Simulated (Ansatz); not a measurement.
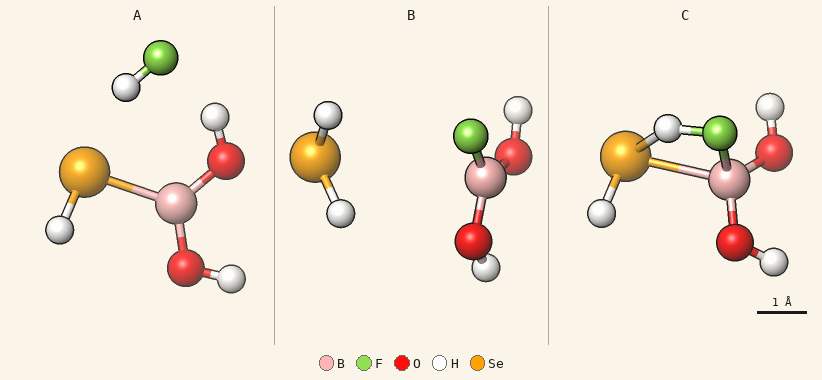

Three geometries of BH4SeO2F: a saddle point and the two minima that it joins, in shuffled order. The picture is a ball-and-stick view, seen at a tilt. Sticks join atoms that are closer than about 1.2 times the sum of their covalent radii (a little more with hydrogen).

Stationary points at PBE0-D4/def2-TZVP, single-point energies with CCSD(T)/CBS, CAM-B3LYP-D4, r2SCAN0-D4, wB97X-V, PBE-QIDH, BLYP-D4 (def2-TZVPP where no basis is named; Ansatz 0.2.0). The energies are electronic, without zero-point or thermal terms, and both ends are the minima reached downhill from the saddle, with any fragments still in contact. CCSD(T)/CBS stands for a frozen-core estimate: MP2 correlation extrapolated from def2-TZVPP and def2-QZVPP, CCSD(T) minus MP2 from the smaller set.

Question: Identify the saddle point and describe the reaction.

Answer: Frame C is the saddle point. Counted by bonded pieces, B holds BH₂O₂F + H₂Se and A holds BH₃SeO₂ + HF. From B over the saddle to A, bonds form: B–Se (3.60 → 2.25 → 2.00 Å), F–H (3.01 → 1.14 → 0.94 Å). Bonds break: B–F (1.33 → 1.64 → 3.29 Å), H–Se (1.47 → 1.77 → 2.31 Å). The saddle has one imaginary mode, 838i cm⁻¹. With CCSD(T)/CBS the barrier is 44.1 kcal/mol from B and 27.6 kcal/mol from A, and A lies 16.5 kcal/mol above B.

| level | barrier from B (kcal/mol) | barrier from A (kcal/mol) | A less B (kcal/mol) |
| --- | --- | --- | --- |
| CCSD(T)/CBS | 44.1 | 27.6 | 16.5 |
| CAM-B3LYP-D4 | 44.9 | 26.1 | 18.7 |
| r2SCAN0-D4 | 41.8 | 24.3 | 17.5 |
| wB97X-V | 43.4 | 25.9 | 17.5 |
| PBE-QIDH | 42.2 | 26.0 | 16.2 |
| BLYP-D4 | 40.1 | 24.1 | 16.0 |

Against CCSD(T)/CBS, wB97X-V comes closest on the barrier from B (−0.6 kcal/mol) and BLYP-D4 misses most (−4.0 kcal/mol).

Limits of the set-up: the start holds two separate molecules, 2.8 Å apart at their closest, whose relative position is a soft coordinate.
